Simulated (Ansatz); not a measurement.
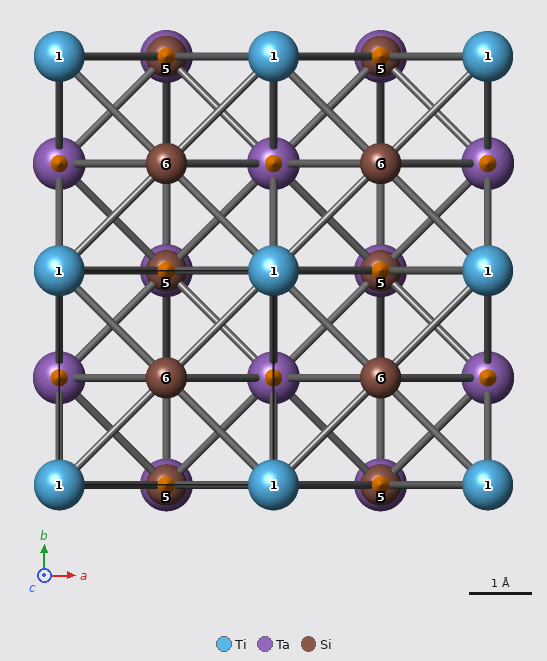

This is a relaxation of a crystal of Ta2TiSi3 (a generated structure, set up in P-4m2) (coarse preliminary run). The starting structure is drawn; orange arrows show the displacements (the part carried along by the change of the cell is left out), 50 times their true length.

A ball-and-stick model of the cell of the calculation, repeated 2 × 2 × 1 with one cell outlined, seen along the c axis.

Level of theory: Ansatz 0.2.0, DFT PBE, scalar-relativistic, plane waves, PAW. Settings: plane-wave cutoff 420 eV; k-point mesh 6 × 6 × 2; occupations gaussian; smearing width 0.1 eV; no spin polarisation; cell and atoms relaxed; force threshold 0.04 eV/Å; at most 70 steps.

Q: Describe the change and its energy.

A: Over 3 accepted moves (4 points after the start) the energy falls by 0.166 eV per cell of the calculation. The largest force component goes from 0.2 to 0.026 eV/Å. Pressure: 9.62 GPa at the start and 0.08 GPa at the end. At 1 point the geometry stayed and the basis and grid were re-selected for the new cell (energy shift of 1.7 meV per cell of the calculation at most each time). The largest moves relative to the cell, 0.015 Å, are those of Si atoms. Largest moves by element: Si 0.015 Å, Ta 0.009 Å. Ti stays in place. Cell: a = b 3.500 → 3.580 Å (+2.3 %), c 7.710 → 7.803 Å (+1.2 %). Volume +5.9 %. Near-neighbour distances that change, for instance: Si–Ti 2.475 → 2.532 Å, Si–Ta 2.683 → 2.740 Å, Si–Ta 2.629 → 2.684 Å, Si–Ti 3.436 → 3.474 Å. The space group stays P-4m2 (No. 115).

Limits of the set-up: the k-point mesh is coarse for a cell with partly filled bands.
